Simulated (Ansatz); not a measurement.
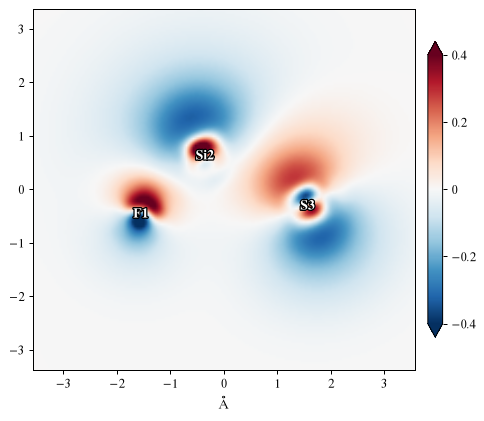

Figure. FH2SSi (doublet). The HOMO (α) on the plane of atoms F1, Si2 and S3 (values in Å⁻³ᐟ²; the overall sign is arbitrary).

Computed with UKS PBE0-D4/def2-SVP in Ansatz.

Input file:

```
crystal:
  periodic: [false, false, false]
  atoms:
    - { symbol: F, position_ang: [-0.3612, 0.0044, 1.58] }
    - { symbol: Si, position_ang: [0.0738, -0.0844, 0.0458] }
    - { symbol: S, position_ang: [-1.2072, 1.1114, -1.2045] }
    - { symbol: H, position_ang: [0.0622, -1.491, -0.3817] }
    - { symbol: H, position_ang: [-1.54344, 2.10337, -2.10302] }
magnetization:
  spin_polarized: true
  initial_magnetization: 1
basis:
  gaussian: { orbitals: def2-SVP }
hamiltonian:
  xc: pbe0
  dispersion: d4
relax:
  f_tol: 0.02
  max_steps: 50
output:
  orbitals: {}
```

Run with:

```sh
ansatz run input.yaml --threads 1 --pin off --max-ram 2048MiB --backend cpu --events-out ev --progress --plain --runs-dir out
```

The fields are those of the relaxed geometry.

Where does this orbital lie, and at what energy?

By Hirshfeld shares it lies mainly on Si2 (about 60 %), S3 (about 25 %), F1 (about 10 %) and H4 (about 5 %). Its energy is −6.46 eV.
